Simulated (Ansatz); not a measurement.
Nudged elastic band of Si₂NH₈OF (part 1 of 2)

Si₂NH₈OF, computed with RKS PBE0/def2-SVP (Ansatz 0.2.0).

It belongs to a series of runs on one base structure; here: band between the two ends. Figures and captions count atoms from 1; the log counts them from 0 in places.

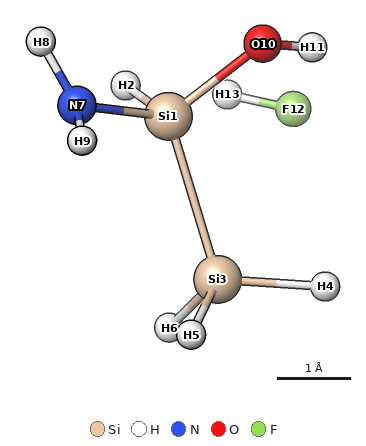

The starting structure (ball-and-stick view, seen at a tilt; atoms are numbered from 1 in the order of the input).

**Input file**
```yaml
crystal:
  periodic: [false, false, false]
  atoms:
    - { symbol: Si, position_ang: [-0.12895, 0.197598, -0.043771] }
    - { symbol: H, position_ang: [-0.12277, 0.254609, 1.472455] }
    - { symbol: Si, position_ang: [2.094228, 0.108138, -0.801299] }
    - { symbol: H, position_ang: [2.469113, -1.285709, -1.189384] }
    - { symbol: H, position_ang: [2.292038, 0.994798, -1.993543] }
    - { symbol: H, position_ang: [3.029297, 0.565836, 0.275025] }
    - { symbol: "N", position_ang: [-0.87019, 1.64845, -0.575485] }
    - { symbol: H, position_ang: [-1.788786, 1.910281, -0.233023] }
    - { symbol: H, position_ang: [-0.735254, 1.961667, -1.530344] }
    - { symbol: O, position_ang: [-0.976992, -1.166784, -0.49621] }
    - { symbol: H, position_ang: [-0.58241, -1.978212, -0.149952] }
    - { symbol: F, position_ang: [0.900075, -2.09697, 1.506329] }
    - { symbol: H, position_ang: [0.586603, -1.311302, 1.896302] }
basis:
  gaussian: { orbitals: def2-SVP }
hamiltonian:
  xc: pbe0
neb:
  order_check: false
  images: 5
  f_tol: 0.03
  max_iterations: 60
  final_atoms:
    - { symbol: Si, position_ang: [-0.20836808, -0.08915813, -0.53657563] }
    - { symbol: H, position_ang: [1.41479698, -0.88313684, 3.66080226] }
    - { symbol: Si, position_ang: [2.08091903, 0.05513394, -0.98904862] }
    - { symbol: H, position_ang: [2.76250311, -1.23559584, -0.66295752] }
    - { symbol: H, position_ang: [2.30777282, 0.36860333, -2.43325912] }
    - { symbol: H, position_ang: [2.70428972, 1.13984312, -0.1667873] }
    - { symbol: "N", position_ang: [-0.96137187, 1.41880527, -0.75121224] }
    - { symbol: H, position_ang: [-1.96494228, 1.49404542, -0.87517642] }
    - { symbol: H, position_ang: [-0.53514092, 2.28849921, -0.4584215] }
    - { symbol: O, position_ang: [-1.05597341, -1.15165636, -1.48271987] }
    - { symbol: H, position_ang: [-1.05338339, -2.0674448, -1.18891767] }
    - { symbol: F, position_ang: [-0.31078656, -0.68858793, 0.98875037] }
    - { symbol: H, position_ang: [0.98568684, -0.84695039, 3.03262326] }
  initial_path:
    images:
      - { positions_ang: [[-0.12895, 0.197598, -0.043771], [-0.12277, 0.254609, 1.472455], [2.094228, 0.108138, -0.801299], [2.469113, -1.285709, -1.189384], [2.292038, 0.994798, -1.993543], [3.029297, 0.565836, 0.275025], [-0.87019, 1.64845, -0.575485], [-1.788786, 1.910281, -0.233023], [-0.735254, 1.961667, -1.530344], [-0.976992, -1.166784, -0.49621], [-0.58241, -1.978212, -0.149952], [0.900075, -2.09697, 1.506329], [0.586603, -1.311302, 1.896302]] }
      - { positions_ang: [[-0.08580485, 0.12997151, -0.02849611], [-0.07917638, 0.16323842, 1.58563072], [2.09308996, 0.07838012, -0.78279169], [2.49920902, -1.30777605, -1.10195691], [2.24243255, 0.90431699, -2.00349873], [3.00164166, 0.61090651, 0.25697138], [-0.87084477, 1.59128988, -0.57992179], [-1.82349106, 1.74524051, -0.44459804], [-0.61017144, 2.1086843, -1.23828054], [-0.91170803, -1.23739678, -0.51910981], [-0.79775493, -1.936888, -0.0314534], [0.93417993, -1.89772021, 1.19827701], [0.57440033, -1.14984719, 1.82632791]] }
      - { positions_ang: [[-0.04265969, 0.06234503, -0.01322122], [-0.03558277, 0.07186783, 1.69880644], [2.09195192, 0.04862224, -0.76428437], [2.52930505, -1.3298431, -1.01452981], [2.1928271, 0.81383599, -2.01345447], [2.97398633, 0.65597702, 0.23891775], [-0.87149954, 1.53412975, -0.58435859], [-1.85819612, 1.58020001, -0.65617308], [-0.48508887, 2.2557016, -0.94621709], [-0.84642406, -1.30800957, -0.54200961], [-1.01309985, -1.895564, 0.08704521], [0.96828485, -1.69847042, 0.89022502], [0.56219765, -0.98839239, 1.75635382]] }
      - { positions_ang: [[0.00048546, -0.00528146, 0.00205367], [0.00801085, -0.01950275, 1.81198216], [2.09081389, 0.01886436, -0.74577706], [2.55940107, -1.35191014, -0.92710272], [2.14322165, 0.72335498, -2.0234102], [2.94633099, 0.70104752, 0.22086413], [-0.87215431, 1.47696963, -0.58879538], [-1.89290119, 1.41515952, -0.86774812], [-0.36000631, 2.4027189, -0.65415363], [-0.78114009, -1.37862235, -0.56490942], [-1.22844478, -1.85424, 0.20554381], [1.00238978, -1.49922063, 0.58217303], [0.54999498, -0.82693758, 1.68637973]] }
      - { positions_ang: [[-0.06913238, -0.03324035, -0.17748943], [0.47693956, -0.30738078, 2.42825552], [2.0875156, 0.03095422, -0.82686758], [2.62710175, -1.31313871, -0.83905432], [2.19807204, 0.60510443, -2.16002651], [2.86565057, 0.84731272, 0.09164699], [-0.90189349, 1.45758151, -0.64293433], [-1.91691488, 1.44145482, -0.87022422], [-0.41838451, 2.36464567, -0.58890959], [-0.8727512, -1.30296702, -0.87084623], [-1.17009098, -1.92530827, -0.25927668], [0.56466433, -1.22900973, 0.71769881], [0.6952256, -0.83360852, 2.13512758]] }
      - { positions_ang: [[-0.13875023, -0.06119924, -0.35703253], [0.94586827, -0.59525881, 3.04452889], [2.08421732, 0.04304408, -0.9079581], [2.69480243, -1.27436727, -0.75100592], [2.25292243, 0.48685388, -2.29664281], [2.78497015, 0.99357792, -0.03757015], [-0.93163268, 1.43819339, -0.69707329], [-1.94092858, 1.46775012, -0.87270032], [-0.47676272, 2.32657244, -0.52366554], [-0.9643623, -1.22731169, -1.17678305], [-1.11173719, -1.99637654, -0.72409718], [0.12693888, -0.95879883, 0.85322459], [0.84045622, -0.84027946, 2.58387542]] }
      - { positions_ang: [[-0.20836808, -0.08915813, -0.53657563], [1.41479698, -0.88313684, 3.66080226], [2.08091903, 0.05513394, -0.98904862], [2.76250311, -1.23559584, -0.66295752], [2.30777282, 0.36860333, -2.43325912], [2.70428972, 1.13984312, -0.1667873], [-0.96137187, 1.41880527, -0.75121224], [-1.96494228, 1.49404542, -0.87517642], [-0.53514092, 2.28849921, -0.4584215], [-1.05597341, -1.15165636, -1.48271987], [-1.05338339, -2.0674448, -1.18891767], [-0.31078656, -0.68858793, 0.98875037], [0.98568684, -0.84695039, 3.03262326]] }
```

Launch command:
```bash
ansatz run input.yaml --threads 4 --pin off --max-ram 5120MiB --backend cpu --events-out ev --progress --plain --runs-dir out
```

**Log**
```
Engine: ansatz 0.2.0, aarch64-unknown-linux-gnu
Functional definition: PBE0
  parameter a = 0.25
  parameter kappa = 0.804
  parameter beta = 0.06672455060314922
  exchange = (1 - a)*pbe_x(kappa = kappa, mu = beta*pi^2/3) + a*exact_x
  correlation = pbe_c(beta = beta)
1230 factors; integrals over basis functions are off by at most 3.5e-4 eV
mean field evaluation 1: about -22109.5672 eV, gradient 6.9e1 eV
mean field evaluation 2: about -22098.8545 eV, gradient 9.9e1 eV
mean field evaluation 4: about -22117.9743 eV, gradient 4.4e0 eV
mean field evaluation 8: about -22118.0196 eV, gradient 5.7e-2 eV
mean field -22118.01958915 eV, -812.8222277692 hartree, gradient 2.1e-5 eV, S^2 0.000000; 0 other end points of the search recorded, 0 dependent functions left out
the calculation of the forces begins
reference -22118.01961785 eV, -812.8222288238 hartree; 30, 30 occupied and 88, 88 virtual orbitals, 1230 factors
1225 factors; integrals over basis functions are off by at most 6.1e-4 eV
mean field evaluation 16: about -22110.6781 eV, gradient 6.8e1 eV
mean field -22119.18242627 eV, -812.8649612449 hartree, gradient 7.7e-5 eV, S^2 0.000000; 0 other end points of the search recorded, 0 dependent functions left out
[... from here on the field's lines of each further geometry are left out, up to the last ...]
NEB iter   1: max|band force component| = 1.630e1 eV/Å  barrier→ = 3.4567 eV  barrier← = 4.6195 eV  Δτ_max = 0.2000 Å  (178 SCF iters)
NEB iter   2: max|band force component| = 2.546e0 eV/Å  barrier→ = 2.2106 eV  barrier← = 3.3735 eV  Δτ_max = 0.1967 Å  (152 SCF iters)
NEB iter   3: max|band force component| = 2.505e0 eV/Å  barrier→ = 1.2992 eV  barrier← = 2.4621 eV  Δτ_max = 0.2000 Å  (146 SCF iters)
NEB iter   4: max|band force component| = 3.062e0 eV/Å  barrier→ = 0.9052 eV  barrier← = 2.0681 eV  Δτ_max = 0.1027 Å  (144 SCF iters)
NEB iter   5: max|band force component| = 1.971e0 eV/Å  barrier→ = 0.9682 eV  barrier← = 2.1311 eV  Δτ_max = 0.1005 Å  (138 SCF iters)
NEB iter   6: max|band force component| = 9.163e-1 eV/Å  barrier→ = 0.9478 eV  barrier← = 2.1107 eV  CI = image 2  Δτ_max = 0.1992 Å  (137 SCF iters)
NEB iter   7: max|band force component| = 2.001e0 eV/Å  barrier→ = 1.1186 eV  barrier← = 2.2815 eV  CI = image 2  Δτ_max = 0.1016 Å  (142 SCF iters)
NEB iter   8: max|band force component| = 5.962e-1 eV/Å  barrier→ = 1.1978 eV  barrier← = 2.3606 eV  CI = image 2  Δτ_max = 0.2000 Å  (140 SCF iters)
NEB iter   9: max|band force component| = 5.266e-1 eV/Å  barrier→ = 1.2040 eV  barrier← = 2.3668 eV  CI = image 2  Δτ_max = 0.1005 Å  (136 SCF iters)
NEB iter  10: max|band force component| = 2.052e-1 eV/Å  barrier→ = 1.1599 eV  barrier← = 2.3228 eV  CI = image 2  Δτ_max = 0.1921 Å  (140 SCF iters)
NEB iter  11: max|band force component| = 1.115e0 eV/Å  barrier→ = 1.1365 eV  barrier← = 2.2994 eV  CI = image 2  Δτ_max = 0.1011 Å  (140 SCF iters)
NEB iter  12: max|band force component| = 1.619e0 eV/Å  barrier→ = 1.1200 eV  barrier← = 2.2829 eV  CI = image 2  Δτ_max = 0.0511 Å  (139 SCF iters)
NEB iter  13: max|band force component| = 2.101e-1 eV/Å  barrier→ = 1.1124 eV  barrier← = 2.2753 eV  CI = image 2  Δτ_max = 0.0998 Å  (137 SCF iters)
NEB iter  14: max|band force component| = 1.501e-1 eV/Å  barrier→ = 1.0966 eV  barrier← = 2.2595 eV  CI = image 2  Δτ_max = 0.0997 Å  (138 SCF iters)
NEB iter  15: max|band force component| = 1.646e-1 eV/Å  barrier→ = 1.0814 eV  barrier← = 2.2442 eV  CI = image 2  Δτ_max = 0.0499 Å  (130 SCF iters)
NEB iter  16: max|band force component| = 1.346e-1 eV/Å  barrier→ = 1.0740 eV  barrier← = 2.2369 eV  CI = image 2  Δτ_max = 0.0506 Å  (131 SCF iters)
NEB iter  17: max|band force component| = 2.816e-1 eV/Å  barrier→ = 1.0671 eV  barrier← = 2.2299 eV  CI = image 2  Δτ_max = 0.0250 Å  (131 SCF iters)
NEB iter  18: max|band force component| = 1.676e-1 eV/Å  barrier→ = 1.0637 eV  barrier← = 2.2266 eV  CI = image 2  Δτ_max = 0.0251 Å  (131 SCF iters)
NEB iter  19: max|band force component| = 1.491e-1 eV/Å  barrier→ = 1.0605 eV  barrier← = 2.2233 eV  CI = image 2  Δτ_max = 0.0250 Å  (138 SCF iters)
NEB iter  20: max|band force component| = 1.477e-1 eV/Å  barrier→ = 1.0573 eV  barrier← = 2.2201 eV  CI = image 2  Δτ_max = 0.0250 Å  (137 SCF iters)
NEB iter  21: max|band force component| = 1.439e-1 eV/Å  barrier→ = 1.0543 eV  barrier← = 2.2172 eV  CI = image 2  Δτ_max = 0.0500 Å  (133 SCF iters)
NEB iter  22: max|band force component| = 3.077e-1 eV/Å  barrier→ = 1.0492 eV  barrier← = 2.2120 eV  CI = image 2  Δτ_max = 0.0250 Å  (129 SCF iters)
NEB iter  23: max|band force component| = 1.346e-1 eV/Å  barrier→ = 1.0470 eV  barrier← = 2.2099 eV  CI = image 2  Δτ_max = 0.0500 Å  (125 SCF iters)
NEB iter  24: max|band force component| = 1.023e-1 eV/Å  barrier→ = 1.0436 eV  barrier← = 2.2064 eV  CI = image 2  Δτ_max = 0.1001 Å  (130 SCF iters)
NEB iter  25: max|band force component| = 1.241e-1 eV/Å  barrier→ = 1.0409 eV  barrier← = 2.2037 eV  CI = image 2  Δτ_max = 0.0500 Å  (129 SCF iters)
NEB iter  26: max|band force component| = 1.115e-1 eV/Å  barrier→ = 1.0404 eV  barrier← = 2.2033 eV  CI = image 2  Δτ_max = 0.0500 Å  (131 SCF iters)
NEB iter  27: max|band force component| = 9.713e-2 eV/Å  barrier→ = 1.0402 eV  barrier← = 2.2031 eV  CI = image 2  Δτ_max = 0.0499 Å  (121 SCF iters)
NEB iter  28: max|band force component| = 9.196e-2 eV/Å  barrier→ = 1.0401 eV  barrier← = 2.2029 eV  CI = image 2  Δτ_max = 0.0502 Å  (121 SCF iters)
NEB iter  29: max|band force component| = 1.277e-1 eV/Å  barrier→ = 1.0400 eV  barrier← = 2.2028 eV  CI = image 2  Δτ_max = 0.0250 Å  (116 SCF iters)
NEB iter  30: max|band force component| = 9.073e-2 eV/Å  barrier→ = 1.0400 eV  barrier← = 2.2028 eV  CI = image 2  Δτ_max = 0.0250 Å  (109 SCF iters)
NEB iter  31: max|band force component| = 6.137e-2 eV/Å  barrier→ = 1.0399 eV  barrier← = 2.2028 eV  CI = image 2  Δτ_max = 0.0250 Å  (113 SCF iters)
NEB iter  32: max|band force component| = 6.460e-2 eV/Å  barrier→ = 1.0399 eV  barrier← = 2.2028 eV  CI = image 2  Δτ_max = 0.0126 Å  (107 SCF iters)
NEB iter  33: max|band force component| = 3.681e-2 eV/Å  barrier→ = 1.0399 eV  barrier← = 2.2028 eV  CI = image 2  Δτ_max = 0.0250 Å  (108 SCF iters)
NEB iter  34: max|band force component| = 4.671e-2 eV/Å  barrier→ = 1.0399 eV  barrier← = 2.2028 eV  CI = image 2  Δτ_max = 0.0126 Å  (107 SCF iters)
NEB iter  35: max|band force component| = 4.836e-2 eV/Å  barrier→ = 1.0399 eV  barrier← = 2.2028 eV  CI = image 2  Δτ_max = 0.0125 Å  (108 SCF iters)
```
